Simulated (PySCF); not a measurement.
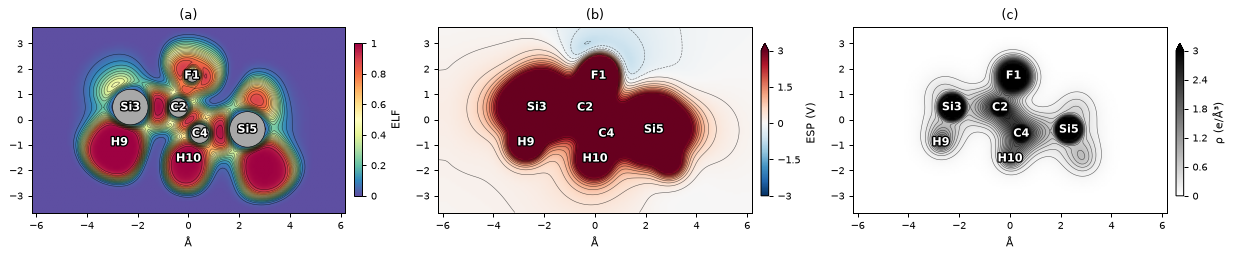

Figure. C2H8FPSi2. (a) electron localisation function; (b) electrostatic potential; (c) electron density on the plane of atoms Si3, C2 and C4. Grey discs cover the atomic cores in the ELF map.

Geometry: GFN2-xTB.

Theory: B3LYP/def2-SVPD, SCF density, gas phase in PySCF.

```xyz
14

F     0.4649   -0.7881    1.3865
C     0.9833   -0.2238    0.2547
Si    2.8193    0.2165    0.4274
C     0.1642   -0.0639   -0.7778
Si   -1.6600   -0.5413   -0.7633
P    -2.7781    1.1753    0.1574
H     3.5566   -1.0219    0.6787
H     2.9593    1.1345    1.5573
H     3.2268    0.8376   -0.8309
H     0.5868    0.3861   -1.6622
H    -1.8373   -1.8091   -0.0490
H    -2.1241   -0.6737   -2.1492
H    -3.9660    0.4771    0.2911
H    -2.3964    0.8941    1.4570
```

Question: What do the fields say about this system?

Answer: The plane passes through F, C, Si and H nuclei. C–C (1.33 Å): the density is about 2.3 e/Å³ at the midpoint; the ELF peaks at about 0.95 between the atoms: a short, multiple covalent bond. C–F (1.37 Å): ρ at the midpoint is about 2.1 e/Å³, with its minimum of 1.6 e/Å³ about 0.5 Å from C; the ELF peaks at about 0.85 between the atoms; a shared but strongly polarised pair. C–Si (1.89 Å): ρ is about 0.92 e/Å³ halfway; the ELF peaks at about 0.95 between the atoms, as expected for a covalent bond. C–H (1.08 Å): ρ is about 2 e/Å³ halfway; the ELF climbs to about 1 towards the hydrogen, as it does in any bond to H; a covalent bond by its length. Si–H (1.46 Å): ρ at the midpoint is about 0.8 e/Å³; the ELF climbs to about 1 towards the hydrogen. The ELF also peaks beside F1, away from the bonds: lone-pair regions. Outside the dense part of the molecule the potential is most negative (−0.7 V) near F1.
